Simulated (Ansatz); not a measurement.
# Ge (diamond structure), cut as [110] wire, round, centred on channel, 0.72 nm across

All values below come from PBE (plane waves to 420 eV, PAW; Ansatz, a program for electronic structure).

k-points: Γ-centred 1×1×7 mesh; occupations: Fermi-Dirac, 0.020 eV; spin polarisation not allowed. No spin-orbit coupling.

 The relaxation kept the symmetry of its start, so a lower minimum of less symmetry isn't excluded. The period along the axis is held at the bulk value.

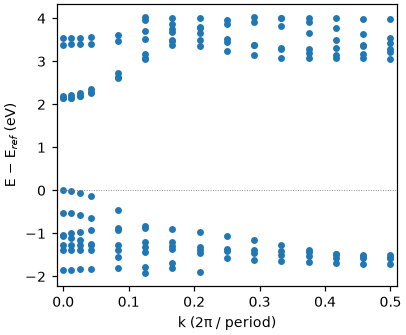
*Levels along the axis at 15 k-points, drawn as points, zero at the top of the valence band*

Electronic character: not metallic; Kohn-Sham band gap: 2.14 eV. Only levels within the plotted window are shown.
